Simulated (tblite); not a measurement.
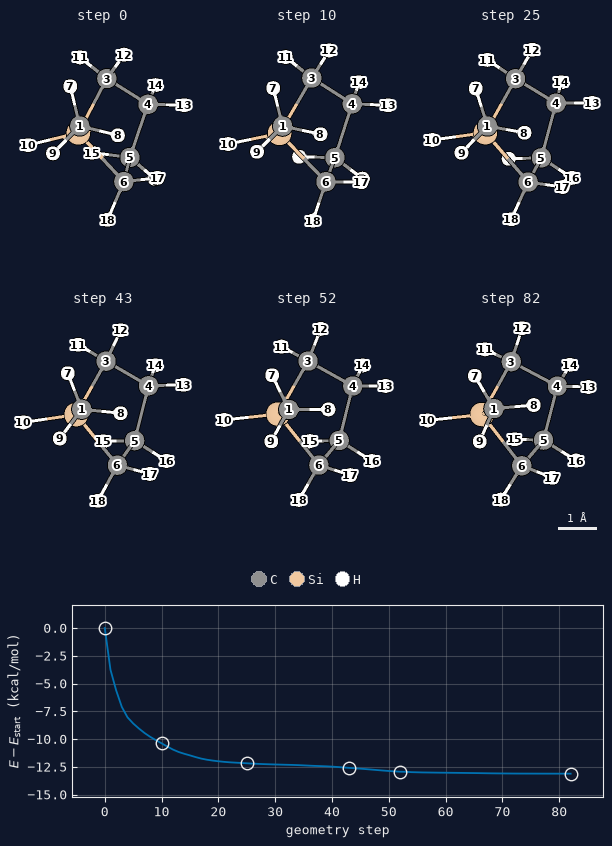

Frames of a relaxation of C5H12Si, marked on the history of the run. The picture is a ball-and-stick view, seen from a free direction.

Method: GFN2-xTB geometry optimisation, gas phase (tblite). 

What happens along the run?

Answer. The energy falls by 13.1 kcal/mol in 82 geometry steps. An H atom moves most after the best rigid fit: 0.57 Å. By element the largest moves are H 0.57 Å, C 0.30 Å, Si 0.13 Å. Near-neighbour distances that change, for instance: C–Si 1.847 → 1.899 Å, C–Si 1.862 → 1.910 Å, C–H 1.122 → 1.085 Å, C–Si 1.884 → 1.909 Å. Among the angles between lasting bonds that change: Si–C–H 104.9° → 115.0°, Si–C–C 95.2° → 104.1°, H–C–H 115.3° → 106.9°. Groups turn about C–Si by about 25°, C–Si by about 20°, C–C by about 20°. From step 0 to 10: an H atom moves most (0.17 Å), energy −10.4 kcal/mol. From step 10 to 25: H atoms move most (0.20 Å), energy −1.80 kcal/mol. From step 25 to 43: an H atom moves most (0.18 Å), energy −0.42 kcal/mol. From step 43 to 52: an H atom moves most (0.21 Å), energy −0.34 kcal/mol. From step 52 to 82: an H atom moves most (0.12 Å), energy −0.18 kcal/mol.

| step | E − E(0), kcal/mol |
| --- | --- |
| 0 | 0.00 |
| 1 | -3.75 |
| 2 | -5.61 |
| 3 | -7.10 |
| 4 | -8.04 |
| 5 | -8.59 |
| 6 | -9.05 |
| 7 | -9.45 |
| 8 | -9.80 |
| 9 | -10.10 |
| 10 | -10.38 |
| 14 | -11.33 |
| 18 | -11.86 |
| 21 | -12.05 |
| 25 | -12.18 |
| 29 | -12.27 |
| 33 | -12.33 |
| 37 | -12.42 |
| 40 | -12.48 |
| 44 | -12.63 |
| 48 | -12.79 |
| 52 | -12.94 |
| 55 | -12.99 |
| 59 | -13.03 |
| 63 | -13.05 |
| 67 | -13.08 |
| 71 | -13.10 |
| 74 | -13.11 |
| 78 | -13.11 |
| 82 | -13.12 |
